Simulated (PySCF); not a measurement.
BH8NSi, SMILES `[NH3+][BH2-][SiH3]`.

PySCF calculation, B3LYP/aug-cc-pVDZ, gas phase; geometry: GFN2-xTB. No frequency check shows the geometry to be a minimum.

Coordinates in Å:

```
N1       1.6990   -0.3686    0.0000
B2       0.5455    0.8301   -0.0000
Si3     -1.1984   -0.0933    0.0000
H4       1.5729   -0.9407    0.8280
H5       2.6269    0.0429    0.0002
H6       1.5728   -0.9405   -0.8285
H7       0.7771    1.4686   -0.9838
H8       0.7772    1.4684    0.9841
H9      -2.4377    0.6945    0.0001
H10     -1.3659   -1.0285   -1.1438
H11     -1.3657   -1.0288    1.1437
```

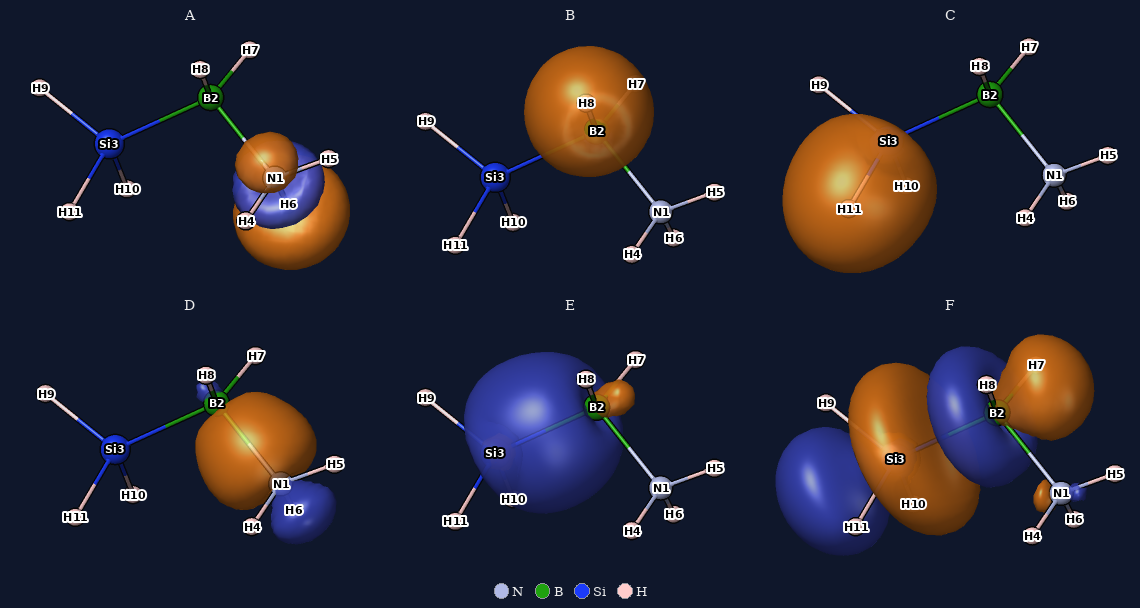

Intrinsic bond orbitals (IBO), occupied and valence-virtual; each surface holds about 80 % of the orbital's density. Energies are diagonal elements of the Fock matrix.

**Name the orbitals, with their atomic make-up and energies.**

By panel:
- A: σ* orbital H6–N1, mostly on H6 (H6 65 %, N1 35 %; 6.0 eV)
- B: σ bond H8–B2 (H8 50 %, B2 49 %; −9.7 eV)
- C: σ bond H11–Si3 (H11 57 %, Si3 43 %; −9.8 eV)
- D: σ bond N1–B2 (N1 76 %, B2 23 %; −13.6 eV)
- E: σ bond B2–Si3 (B2 50 %, Si3 49 %; −9.7 eV)
- F: σ* orbital Si3–B2 (Si3 50 %, B2 49 %; 6.5 eV)

**How do all the valence pairs divide up?**

10 pairs: 10 σ bonds.
